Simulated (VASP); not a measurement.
Band structure of Tl. All values below come from PBE GGA, VASP's PBE PAW potentials (set 64) (plane waves; VASP 6.6.1).

The cell holds a wide vacuum, so values per volume refer to the whole cell. Unless said otherwise, spin-orbit coupling is left out, though it shifts the bands of the heavy elements here.

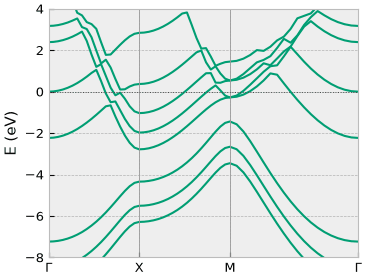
Figure. Bands along high-symmetry lines, zero at the valence-band maximum or, without a gap, the Fermi level

Problem. Read the plot: is there a gap, and where are the band edges?

Solution. It has no gap at this level: it comes out as a metal or semimetal.

The cell is a sheet with vacuum, built from a generated structure.
